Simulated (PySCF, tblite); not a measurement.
**CH₈NOSSi₃ radical: geometry, infrared bands and EPR parameters**

Aim: predict the infrared bands and EPR parameters of CH₈NOSSi₃ radical (`[H]/N=[C]/[SiH2]S[SiH2]O[SiH3]`).

The runs use tblite 0.8.0 and PySCF 2.14.0, with density-fitted response routines of our own; the level of theory stands in each step. All values are computed, except where a source is named. Atoms count from 0, in the outputs and in this text.

## 1. Starting geometry

15 atoms, charge 0, multiplicity 2; geometry from: force field or distance geometry start.

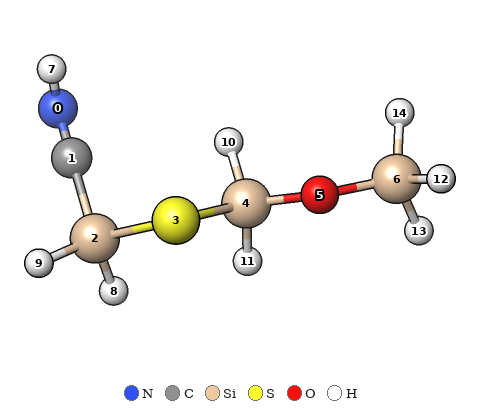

The starting geometry (nitrogen blue, carbon grey, silicon light orange, sulfur yellow, oxygen red, hydrogen white), atoms numbered.

## 2. Geometry optimisation with GFN2-xTB

The job: settings as JSON, then the geometry in Å.

```
{"job": {"kind": "relax", "xc": "GFN2-xTB", "basis": "xTB"}, "charge": 0, "multiplicity": 2}
N      3.425700     1.726500     0.040600
C      2.967600     0.806800    -0.538200
Si     2.242900    -0.705500    -1.397800
S      0.202300    -0.284800    -1.942300
Si    -0.495600    -0.304300     0.085400
O     -2.141200    -0.150700     0.032300
Si    -3.391300    -0.034600     1.097200
H      3.271600     2.615900    -0.462400
H      2.294400    -1.924700    -0.554300
H      2.971600    -0.980000    -2.652800
H      0.086100     0.837900     0.811800
H     -0.137100    -1.588100     0.726300
H     -4.677000     0.066200     0.370500
H     -3.409400    -1.244300     1.961100
H     -3.215100     1.171400     1.954400
```

Command:

```sh
$ OMP_NUM_THREADS=1 python probes_run.py task.json out
```

The driver reads the jobs from task.json and runs them one after another.

Output:

```text
step      E/eV     max force
  0    -590.18129    5.773
  1    -590.08488    6.251
  2    -590.39641    1.936
  3    -590.45523    1.311
  4    -590.49438    0.987
  5    -590.52175    0.305
  6    -590.52880    0.271
  7    -590.54197    0.211
  8    -590.54684    0.248
  9    -590.55246    0.222
 10    -590.55643    0.166
 11    -590.56108    0.192
 12    -590.56586    0.240
 13    -590.57083    0.294
 14    -590.57477    0.207
 15    -590.57738    0.132
 16    -590.57955    0.160
 17    -590.58291    0.227
 18    -590.58767    0.302
 19    -590.59224    0.231
 20    -590.59521    0.109
 21    -590.59709    0.096
 22    -590.59910    0.143
 23    -590.60259    0.217
 24    -590.60681    0.210
 25    -590.60974    0.107
 26    -590.61112    0.116
 27    -590.61174    0.091
 28    -590.61239    0.057
 29    -590.61338    0.048
 30    -590.61434    0.057
 31    -590.61574    0.090
 32    -590.61710    0.078
 33    -590.61794    0.070
 34    -590.61841    0.064
 35    -590.61884    0.062
 36    -590.61970    0.079
 37    -590.62121    0.122
 38    -590.62314    0.138
 39    -590.62460    0.102
 40    -590.62546    0.092
 41    -590.62610    0.081
 42    -590.62700    0.096
 43    -590.62835    0.101
 44    -590.62976    0.101
 45    -590.63070    0.073
 46    -590.63137    0.082
 47    -590.63215    0.083
 48    -590.63357    0.126
 49    -590.63661    0.219
 50    -590.64242    0.363
 51    -590.64964    0.486
 52    -590.66036    0.471
 53    -590.64617    1.041
 54    -590.67760    0.422
 55    -590.67709    0.300
 56    -590.68542    0.163
 57    -590.68890    0.213
 58    -590.69323    0.218
 59    -590.70511    0.252
 60    -590.71047    0.251
 61    -590.71810    0.193
 62    -590.72314    0.219
 63    -590.72567    0.147
 64    -590.72737    0.229
 65    -590.72937    0.141
 66    -590.73173    0.135
 67    -590.73415    0.122
 68    -590.73489    0.075
 69    -590.73625    0.066
 70    -590.73732    0.077
 71    -590.73824    0.103
 72    -590.73882    0.090
 73    -590.73931    0.079
 74    -590.73981    0.063
 75    -590.74034    0.081
 76    -590.74092    0.139
 77    -590.74161    0.166
 78    -590.74245    0.177
 79    -590.74324    0.110
 80    -590.74376    0.058
 81    -590.74408    0.084
 82    -590.74447    0.123
 83    -590.74507    0.152
 84    -590.74582    0.134
 85    -590.74642    0.071
 86    -590.74684    0.052
 87    -590.74727    0.073
 88    -590.74804    0.138
 89    -590.74922    0.178
 90    -590.75049    0.183
 91    -590.75102    0.087
 92    -590.75154    0.062
 93    -590.75185    0.040
 94    -590.75223    0.038
 95    -590.75299    0.067
 96    -590.75386    0.084
 97    -590.75462    0.076
 98    -590.75514    0.056
 99    -590.75560    0.052
100    -590.75629    0.062
101    -590.75745    0.085
102    -590.75878    0.081
103    -590.75944    0.170
104    -590.76038    0.203
105    -590.76132    0.053
106    -590.76178    0.038
107    -590.76207    0.041
108    -590.76236    0.042
109    -590.76290    0.044
110    -590.76348    0.050
111    -590.76409    0.051
112    -590.76440    0.035
113    -590.76452    0.018
114    -590.76457    0.016
115    -590.76461    0.017
116    -590.76464    0.017
117    -590.76468    0.017
118    -590.76472    0.021
119    -590.76476    0.021
120    -590.76478    0.012
121    -590.76480    0.005
```

It took 1.2 s on 1 thread of Arm Neoverse V1, shared host.

The steps of the relaxation: (not every step is listed) (the energy doesn't fall at every step)

| step | energy from step 0 (eV) | largest force (eV/Å) |
| --- | --- | --- |
| 0 | 0.0000 | 5.7735 |
| 1 | 0.0964 | 6.2511 |
| 2 | -0.2151 | 1.9360 |
| 3 | -0.2739 | 1.3110 |
| 4 | -0.3131 | 0.9875 |
| 5 | -0.3405 | 0.3047 |
| 6 | -0.3475 | 0.2708 |
| 7 | -0.3607 | 0.2109 |
| 8 | -0.3655 | 0.2484 |
| 18 | -0.4064 | 0.3019 |
| 28 | -0.4311 | 0.0570 |
| 38 | -0.4419 | 0.1382 |
| 48 | -0.4523 | 0.1261 |
| 58 | -0.5119 | 0.2185 |
| 68 | -0.5536 | 0.0753 |
| 78 | -0.5612 | 0.1772 |
| 88 | -0.5667 | 0.1383 |
| 98 | -0.5738 | 0.0563 |
| 108 | -0.5811 | 0.0425 |
| 116 | -0.5833 | 0.0171 |
| 117 | -0.5834 | 0.0166 |
| 118 | -0.5834 | 0.0212 |
| 119 | -0.5835 | 0.0205 |
| 120 | -0.5835 | 0.0118 |
| 121 | -0.5835 | 0.0054 |

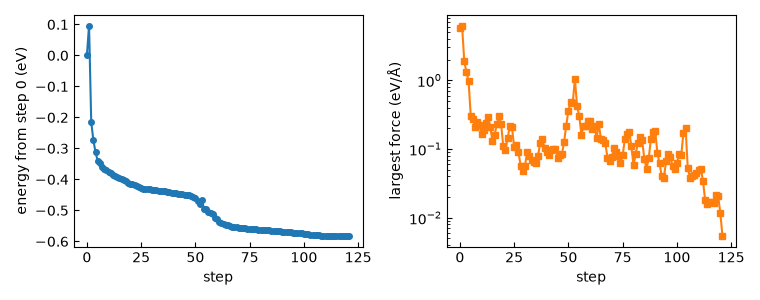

Energy and force, step by step.

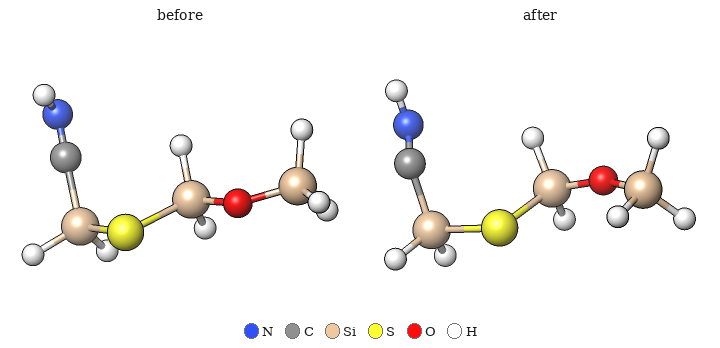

Before and after, at one scale.

Distances of close pairs at the start and the end, largest changes first:

| bond | before (Å) | after (Å) | change (Å) |
| --- | --- | --- | --- |
| Si4–O5 | 1.654 | 1.606 | -0.048 |
| N0–C1 | 1.179 | 1.221 | +0.042 |
| C1–Si2 | 1.884 | 1.843 | -0.041 |
| Si6–H14 | 1.490 | 1.461 | -0.029 |
| Si6–H13 | 1.487 | 1.461 | -0.025 |
| Si4–H11 | 1.479 | 1.455 | -0.024 |
| Si6–H12 | 1.480 | 1.458 | -0.022 |
| Si2–H9 | 1.477 | 1.455 | -0.022 |

The end geometry stands in the next job.

## 3. Infrared spectrum with GFN2-xTB

The job: settings as JSON, then the geometry in Å.

```
{"job": {"kind": "ir", "xc": "GFN2-xTB", "basis": "xTB"}, "charge": 0, "multiplicity": 2}
N      3.264541     1.601192    -0.247232
C      2.694223     1.011299    -1.151506
Si     2.086577    -0.672784    -1.590344
S     -0.047407    -0.451062    -1.307120
Si    -0.245603    -0.401874     0.815422
O     -1.790565    -0.123722     1.154601
Si    -3.385084     0.002602     0.859332
H      3.414097     2.604155    -0.225169
H      2.479458    -1.897992    -0.891494
H      2.259841    -0.784301    -3.031018
H      0.510971     0.715037     1.358242
H      0.100748    -1.703802     1.366065
H     -3.608709     0.009409    -0.581468
H     -3.979879    -1.163657     1.508117
H     -3.757622     1.263490     1.495554
```

Output:

```text
mode    cm-1     km/mol
  1     -24.4      0.32
  2      14.2      0.96
  3      32.2      0.34
  4      42.1      5.59
  5      53.1      2.52
  6      63.8      2.25
  7     110.3      0.81
  8     205.7      0.92
  9     211.3     10.75
 10     237.8      3.60
 11     463.6     16.72
 12     478.8     93.04
 13     499.5     84.74
 14     500.8     63.24
 15     552.4     55.18
 16     573.6     92.41
 17     583.5     17.75
 18     601.8     56.89
 19     604.9      6.07
 20     617.9     67.30
 21     672.4    157.42
 22     708.3    510.84
 23     740.8    264.58
 24     764.9    449.59
 25     774.7    342.52
 26     775.6    181.17
 27     784.6    221.67
 28     821.2    212.91
 29     989.7    156.59
 30    1112.1    630.89
 31    1918.3    167.04
 32    2214.1    208.22
 33    2268.7    272.04
 34    2276.4    293.93
 35    2302.5    141.71
 36    2304.7    416.60
 37    2325.2     51.15
 38    2330.8    255.84
 39    3293.1      4.18
```

Wall time 0.76 s (1 thread of Arm Neoverse V1, shared host).

Which atoms move in the most intense modes:

| cm⁻¹ | km/mol | atoms |
| --- | --- | --- |
| 708 | 510.8 | Si2 27 %, H9 20 %, H8 19 %, C1 11 % |
| 741 | 264.6 | H11 29 %, H10 29 % |
| 765 | 449.6 | H14 48 %, H13 30 % |
| 775 | 342.5 | H10 43 %, H11 42 % |
| 1112 | 630.9 | O5 78 %, Si4 12 % |
| 2269 | 272.0 | H13 77 %, H14 16 % |
| 2276 | 293.9 | H14 74 %, H13 14 % |
| 2305 | 416.6 | H11 69 %, H10 25 % |

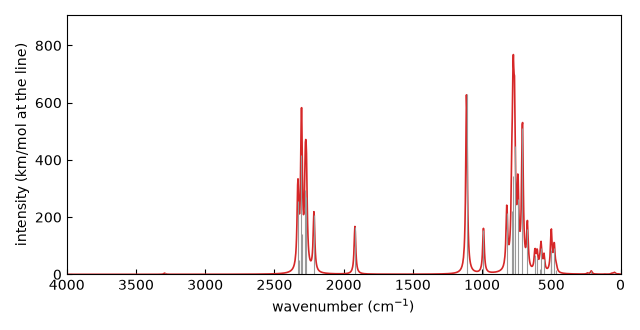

The infrared spectrum from these modes, unscaled. Lines are broadened to a width of 14 cm⁻¹ (Lorentzian).

## 4. EPR parameters: B3LYP/pcH-1

The job, as its differences from that of step 3:

```diff
@@ -1,2 +1,2 @@
-{"job": {"kind": "ir", "xc": "GFN2-xTB", "basis": "xTB"}, "charge": 0, "multiplicity": 2}
+{"job": {"kind": "epr", "basis": "pcH-1"}, "charge": 0, "multiplicity": 2}
 N      3.264541     1.601192    -0.247232
```

Level: UKS B3LYP, pcH-1 on C H N O S Si, non-relativistic, mean-field spin-orbit, GIAO.

Output:

```text
UKS, coarse grid
  cycle   1  E = -1439.51904596  |g| = 6.59e-01
  cycle   2  E = -1439.18386739  |g| = 1.13e+00
  cycle   3  E = -1439.65861565  |g| = 1.26e-01
  cycle   4  E = -1439.66289586  |g| = 7.82e-02
  cycle   5  E = -1439.66529451  |g| = 3.33e-02
  cycle   6  E = -1439.66572179  |g| = 7.85e-03
  cycle   7  E = -1439.66575033  |g| = 1.67e-03
  cycle   8  E = -1439.66575231  |g| = 7.24e-04
UKS, final grid
  cycle   1  E = -1439.66582505  |g| = 8.31e-04
  cycle   2  E = -1439.66582487  |g| = 1.15e-03
  cycle   3  E = -1439.66582555  |g| = 1.89e-04
  cycle   4  E = -1439.66582557  |g| = 1.40e-04
  cycle   5  E = -1439.66582561  |g| = 5.63e-05
  cycle   6  E = -1439.66582561  |g| = 1.89e-05
E = -1439.66582561 Eh   <S^2> = 0.7529 (exact 0.7500)
g shifts (ppm)      1          2          3
  rmc          -168       -168       -168
  gc             33          4        -24
  oz_so       -3598       -176       1361
  total       -3733       -341       1169
hyperfine (MHz)  atom isotope    a_iso     a_fc   dipolar eigenvalues
    0   14N      31.47      31.56    -15.05    -13.14     28.19
    1   13C     130.26     130.55    -54.06    -50.76    104.82
    2  29Si    -135.83    -135.98    -23.90      8.85     15.05
    3   33S       1.38       1.38     -0.87      0.02      0.85
    4  29Si      -0.22      -0.22     -0.37      0.01      0.36
    5   17O       0.04       0.04     -0.14      0.05      0.09
    6  29Si       0.02       0.02     -0.10      0.05      0.06
    7    1H     175.65     175.68    -15.44     -8.25     23.70
    8    1H      92.34      92.34     -3.51     -1.18      4.70
    9    1H      -3.15      -3.15     -4.06     -2.15      6.21
   10    1H      -0.25      -0.25     -1.63     -1.47      3.10
   11    1H       0.20       0.20     -0.87     -0.65      1.52
   12    1H       0.03       0.03     -0.27     -0.26      0.53
   13    1H       0.01       0.01     -0.18     -0.17      0.35
   14    1H       0.01       0.01     -0.21     -0.21      0.42
```

It took 2.2 min on 1 thread of Arm Neoverse V1, shared host; peak memory 1.1 GiB.

Principal g values 1.99859, 2.00198, 2.00349; g(iso) = 2.00135, against 2.00232 for a free electron.

Hyperfine couplings; where a row names several nuclei, a(iso) is their mean (it holds for fast rotation or exchange) and the dipolar term the largest among them:

| nuclei | isotope | a(iso) (MHz) | a(iso) (G, at g = 2.0023) | largest dipolar term (MHz) |
| --- | --- | --- | --- | --- |
| H7 | 1H | 175.7 | 62.7 | 23.7 |
| Si2 | 29Si | -135.8 | -48.5 | -23.9 |
| C1 | 13C | 130.3 | 46.5 | 104.8 |
| H8, H9 | 1H | 44.6 | 15.9 | 6.2 |
| N0 | 14N | 31.5 | 11.2 | 28.2 |
| S3 | 33S | 1.4 | 0.5 | -0.9 |
| Si4 | 29Si | -0.2 | -0.1 | -0.4 |
| O5 | 17O | 0.0 | 0.0 | -0.1 |
| H10, H11 | 1H | 0.0 | 0.0 | 3.1 |
| Si6 | 29Si | 0.0 | 0.0 | -0.1 |
| H12, H13, H14 | 1H | 0.0 | 0.0 | 0.5 |

Mulliken spin populations:

N0 0.18; C1 0.63; Si2 0.08; S3 0.00; Si4 0.00; O5 0.00; Si6 0.00; H7 0.05; H8 0.06; H9 0.00; H10 0.00; H11 0.00; H12 0.00; H13 0.00; H14 0.00

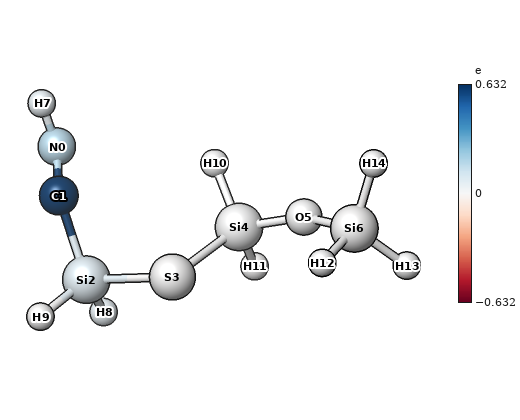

Mulliken spin populations, as colours on the atoms.

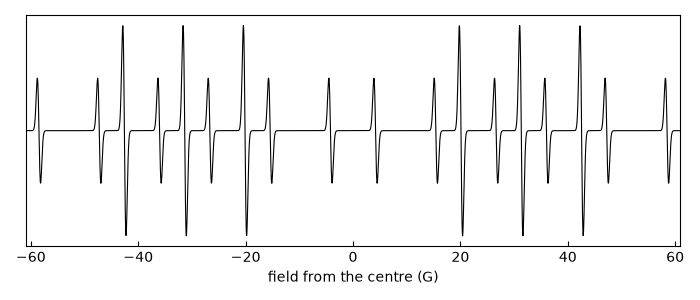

First-order isotropic spectrum (first derivative, main isotopes with spin only, couplings over 0.8 MHz, Gaussian width 0.3 G; couplings of the frozen geometry, rotation of groups not averaged beyond the rows shown).

Orbitals, density, ELF and potential are computed afterwards from the orbital file.

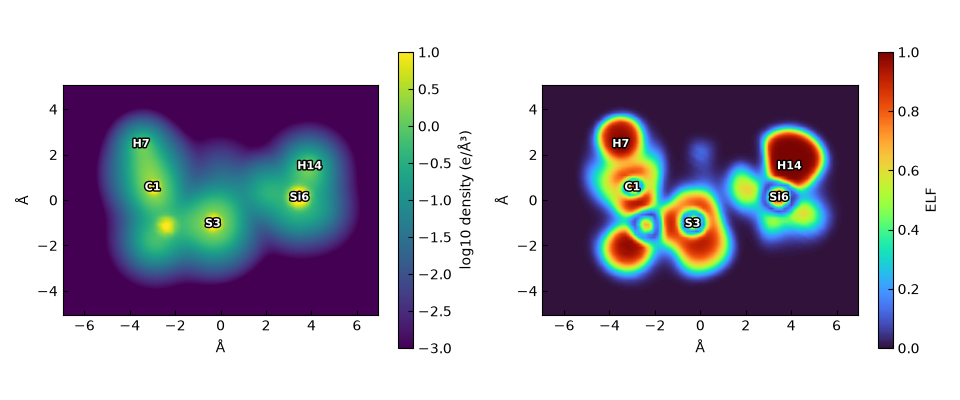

Density (left) and ELF (right) in a plane through or near 5 of the atoms.

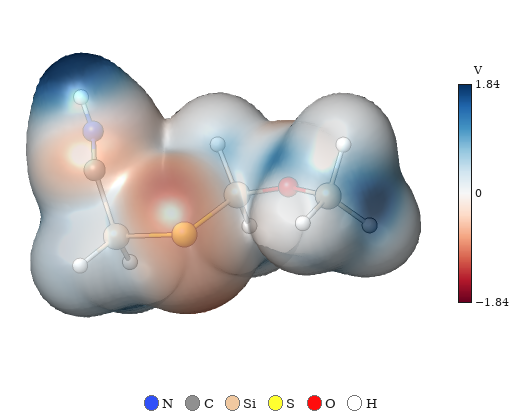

Electrostatic potential on the surface of density 0.002 e/bohr³; red is low, blue high. It runs from -0.90 V near N0 to 1.84 V near H7.

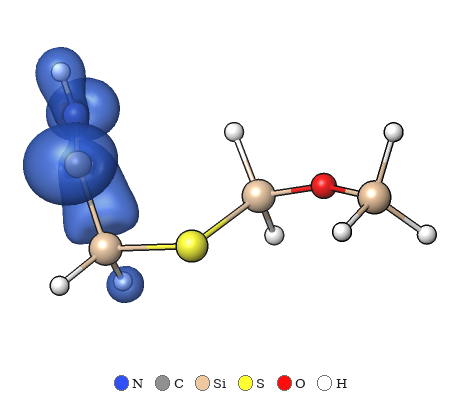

Spin density at ±0.03 e/Å³ (alpha excess blue, beta excess red).

## 5. Results

| quantity | value |
| --- | --- |
| strongest single infrared mode (GFN2-xTB) | 1112 cm⁻¹, 631 km/mol |
| zero-point energy (GFN2-xTB) | 51.2 kcal/mol |
| g(iso) (B3LYP) | 2.00135 |
| ⟨S²⟩ | 0.753 (exact 0.75) |
| largest a(iso) (averaged by class) | 1H on H7, 175.7 MHz |
| potential on the surface of density 0.002 e/bohr³, 1st and 99th percentile | -0.90 V and 1.84 V |

What this shows: Over 121 steps the energy fell by 0.584 eV; of the close pairs, Si4–O5 changed most, 1.654 to 1.606 Å. The lowest mode is imaginary (24i cm⁻¹), so the xTB geometry is not a minimum: the zero-point energy counts the real modes alone, and all values at this geometry belong to a saddle point. The strongest single mode, at 1112 cm⁻¹, moves mainly O5. GFN2-xTB is a fitted tight-binding method: band positions and strengths are rough. Its intensities can rank the bands wrongly. C1 carries the largest spin population, 0.63 e. The isotropic g lies 1.0 ppt below the free-electron value. These values are for one conformer; the search (at its own cheap level) found 2 more, at 0.11, 0.28 kcal/mol, and measured spectra average over such forms.
